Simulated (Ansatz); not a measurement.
# Nb2B3C: the cost of one run

Method: DFT PBE, scalar-relativistic, plane waves, PAW, in Ansatz 0.2.0.

### 1 Starting point

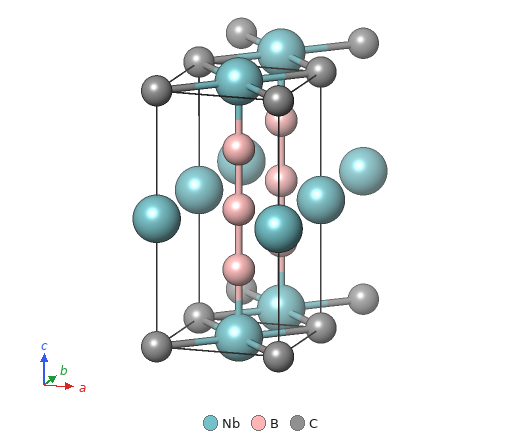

The starting structure, seen slightly off an axis (niobium teal, boron pink, carbon grey). 1×2×1 cells are drawn. Atoms on the faces are drawn again on the opposite ones.

As a file:

```cif
data_structure
_symmetry_space_group_name_H-M 'P 1'
_symmetry_Int_Tables_number 1
_cell_length_a 3.4425
_cell_length_b 3.4425
_cell_length_c 7.0257
_cell_angle_alpha 90.000
_cell_angle_beta 90.000
_cell_angle_gamma 90.000
_cell_volume 83.26
loop_
_atom_site_label
_atom_site_type_symbol
_atom_site_fract_x
_atom_site_fract_y
_atom_site_fract_z
_atom_site_occupancy
Nb1 Nb 0.00000 0.00000 0.50000 1
Nb2 Nb 0.50000 0.50000 0.00000 1
B1 B 0.50000 0.50000 0.50000 1
B2 B 0.50000 0.50000 0.73528 1
B3 B 0.50000 0.50000 0.26472 1
C1 C 0.00000 0.00000 0.00000 1
```

The cell is invented: random cell by space group and Wyckoff sites (P4/mmm, No. 123). Lengths come from tabulated atomic sizes and are only a guess.

### 2 Probe: one point on a coarse mesh

input.yaml

```yaml
crystal:
  lattice:
    - [3.44245383, 0.0, 0.0]
    - [0.0, 3.44245383, 0.0]
    - [0.0, 0.0, 7.02567853]
  atoms:
    - { symbol: Nb, position: [0.0, 0.0, 0.5] }
    - { symbol: Nb, position: [0.5, 0.5, 0.0] }
    - { symbol: B, position: [0.5, 0.5, 0.5] }
    - { symbol: B, position: [0.5, 0.5, 0.73528057] }
    - { symbol: B, position: [0.5, 0.5, 0.26471943] }
    - { symbol: C, position: [0.0, 0.0, 0.0] }
basis:
  ecutwfc: 420
kpoints:
  mp_grid: { grid: [6, 6, 4] }
hamiltonian:
  xc: pbe
scf:
  occupations: { method: gaussian, width: 0.1 }
  lower_state_search: "off"
output:
  forces: true
  stress: true
  eigenvalues: true
```

The run is started by

```console
> ansatz run input.yaml --threads 1 --pin off --max-ram 2560MiB --backend cpu --events-out ev --progress --plain --runs-dir out
```

**Question.** How long does this run take on 1 thread of Intel Xeon at 2.70GHz, shared host, and how much memory does it need?

About 4.1 s, with a peak of 0.38 GiB.
